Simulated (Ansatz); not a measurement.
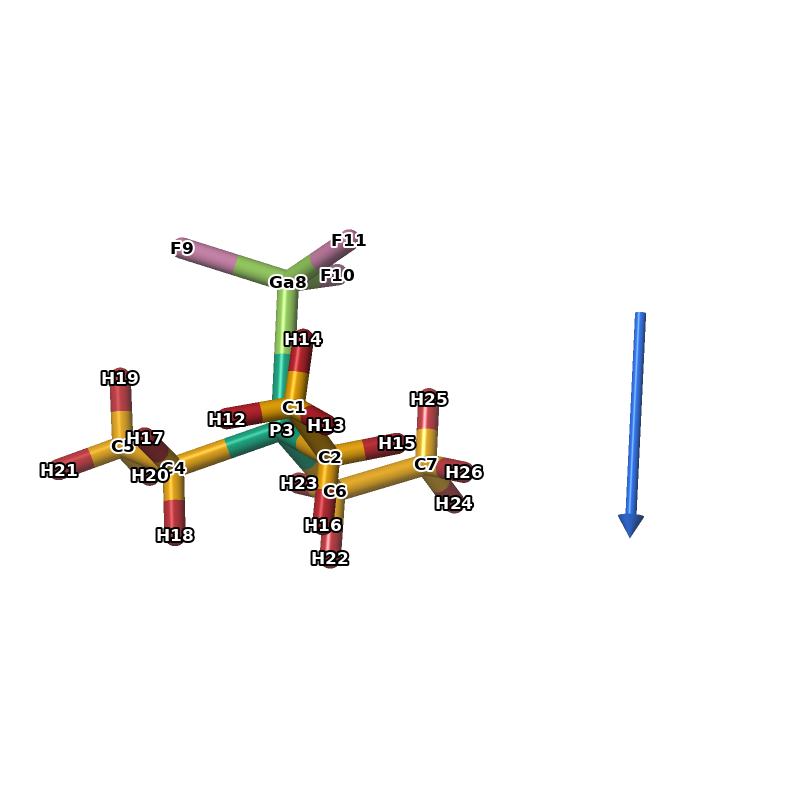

The arrow beside the molecule shows the direction of the dipole moment, from the negative to the positive end (its length means nothing). The computed structure is the end point of a PBE0-D4/def2-TZVP optimisation. No frequency run is at hand to confirm it as a minimum. Properties computed with RKS PBE0-D4/def2-TZVP (Ansatz 0.2.0).

Q: Estimate the dipole moment.

A: 8.61 D; it points from the side of F9, F10, F11 to the side of H16, H18, H22 (the outermost atoms at the two ends).
